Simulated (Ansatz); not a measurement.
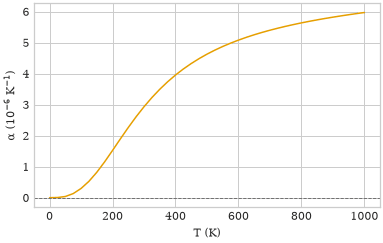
Figure: Linear thermal expansion of BP in the zinc blende structure from quasi-harmonic lattice dynamics, Ansatz (a program for electronic structure), LDA functional, plane-wave PAW

Dynamical quadrupoles are not included in the interpolation of the phonons between the solved wave vectors.

Task: Read off α at 200 K, and say whether it is negative anywhere.

Result: About 1.5 × 10⁻⁶ K⁻¹. It is not negative in the range shown.

The PAW data sets were generated under PBE and serve the other functionals too.
